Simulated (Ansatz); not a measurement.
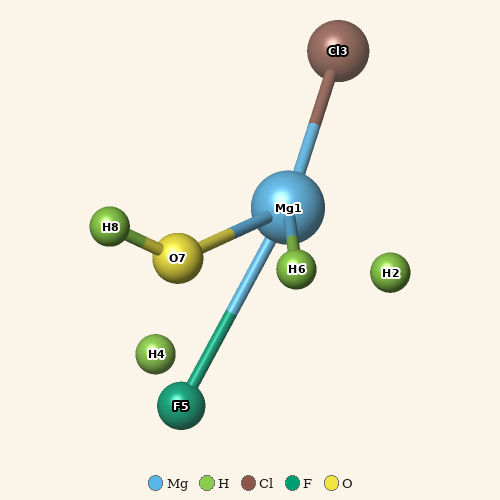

The system is the reacting system ClFH4MgO (fragments ClFH₄MgO where the first distance is long, ClFH₂MgO + H₂ where the second is long); the picture shows the reference structure. First axis: distance H2–H6 (bond that forms). Second axis: distance Mg1–H2 (bond that breaks). Relaxed at each point: all other coordinates. Grid: 13 × 13 points. Points are written as (first, second). Energies: kJ/mol, counted from the lowest grid point. Energies and slopes of some neighbouring points disagree (a jump in structure or state, or too coarse a mesh). The reference is spin-restricted, so regions where a bond is pulled apart into radicals lie too high. All numbers below come from Ansatz, RHF/def2-SVP.

Its coordinates:

```csv
atom,x (Å),y (Å),z (Å)
Mg,-0.3448,-0.9586,-0.4157
H,0.7066,-0.6926,1.5763
Cl,-0.3951,-2.7173,-1.7460
H,-0.6632,1.1917,0.0487
F,-1.8042,0.8239,0.0423
H,0.7689,0.0756,0.9715
O,0.5570,0.8348,-0.0446
H,1.1748,1.4425,-0.4326
```

Range: distance H2–H6 (bond that forms) from 0.666 to 2.166 Å; distance Mg1–H2 (bond that breaks) from 1.548 to 2.748 Å.

> Predict the map.

The lowest grid point is at (0.733 Å, 2.624 Å). The highest grid point, (2.166 Å, 1.548 Å), lies 337 kJ/mol above the lowest.

| second ↓, first → | 0.666 | 0.733 | 0.826 | 0.931 | 1.046 | 1.168 | 1.297 | 1.431 | 1.570 | 1.713 | 1.860 | 2.011 | 2.166 |
| --- | --- | --- | --- | --- | --- | --- | --- | --- | --- | --- | --- | --- | --- |
| 2.748 | 15 | 0 | 9 | 43 | 96 | 157 | 196 | 209 | 181 | 179 | 181 | 184 | 188 |
| 2.624 | 15 | 0 | 9 | 43 | 95 | 157 | 191 | 202 | 183 | 183 | 185 | 185 | 184 |
| 2.503 | 15 | 0 | 9 | 43 | 95 | 157 | 183 | 192 | 187 | 187 | 187 | 186 | 187 |
| 2.386 | 15 | 1 | 10 | 44 | 96 | 158 | 225 | 192 | 191 | 190 | 189 | 189 | 191 |
| 2.271 | 16 | 2 | 11 | 45 | 98 | 160 | 226 | 196 | 193 | 192 | 193 | 195 | 198 |
| 2.160 | 18 | 4 | 14 | 48 | 100 | 162 | 199 | 197 | 196 | 197 | 199 | 202 | 207 |
| 2.053 | 22 | 8 | 18 | 52 | 105 | 167 | 199 | 200 | 202 | 204 | 208 | 213 | 218 |
| 1.950 | 27 | 14 | 24 | 59 | 111 | 173 | 202 | 207 | 211 | 215 | 220 | 226 | 232 |
| 1.852 | 35 | 22 | 33 | 68 | 121 | 183 | 210 | 218 | 224 | 229 | 235 | 242 | 249 |
| 1.760 | 47 | 34 | 45 | 81 | 134 | 196 | 224 | 234 | 241 | 248 | 254 | 261 | 269 |
| 1.676 | 61 | 49 | 60 | 97 | 151 | 213 | 242 | 254 | 262 | 270 | 277 | 284 | 291 |
| 1.602 | 78 | 66 | 79 | 116 | 171 | 233 | 264 | 277 | 286 | 294 | 301 | 308 | 316 |
| 1.548 | 94 | 83 | 96 | 134 | 189 | 252 | 284 | 299 | 308 | 316 | 323 | 330 | 337 |

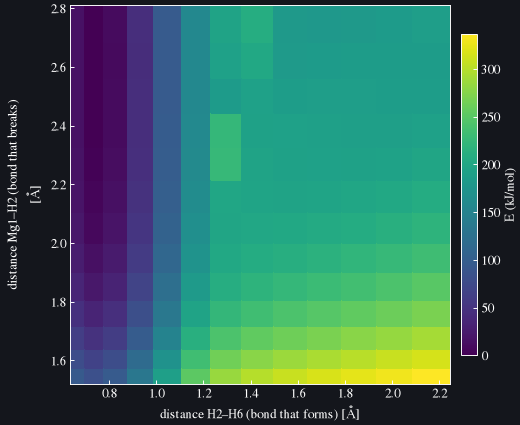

In the figure: one coloured cell a grid point.

The whole map (169 points run) took 32 min on 1 thread of Arm Neoverse V1 (shared host).
